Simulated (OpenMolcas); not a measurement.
## Predicting a hybrid from its neighbours: C2H3Ge

C2H3Ge: 6 atoms, total charge 0, spin state doublet. As SMILES, `[C]#[C][GeH3]`. The coordinates come from a PBE0-D4/def2-TZVP relaxation.

The dipole moment y, in D, basis def2-SVPD; a is the functional's share of exact exchange. Programs: OpenMolcas 26.06.

```
functional     program     a  y (D)
     UBLYP  OpenMolcas     0   1.20
  U-revPBE  OpenMolcas     0   1.15
    UB3LYP  OpenMolcas   0.2   1.11
     UPBE0  OpenMolcas  0.25      ?
    UBHLYP  OpenMolcas   0.5   1.03
```

Task: Fit y = c + s·a to the known rows and predict UPBE0.

Result: 
1. Means of the 4 rows: a = 0.1750, y = 1.123.
2. Σ(Δa)² = 0.1675, Σ(Δa·Δy) = -0.04875, so the slope is -0.04875/0.1675 = -0.29104.
3. Intercept: 1.123 − (-0.29104) × 0.1750 = 1.174. The largest residual of the fit is 0.027.
4. UPBE0: 1.174 + (-0.29104) × 0.25 = 1.10 D.

The run gave 1.08 D, so the prediction is off by +0.02 D, within the largest residual. The rows mix families of semi-local functionals, which the line can't see.

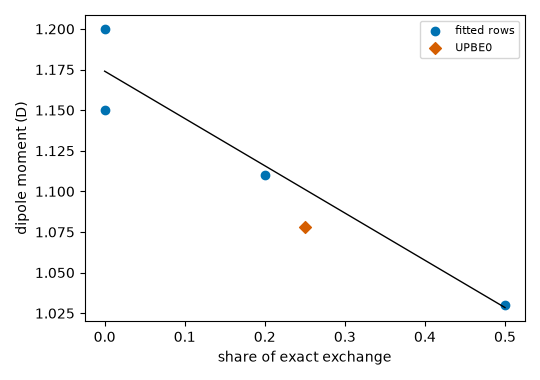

The fitted line, with the withheld row.
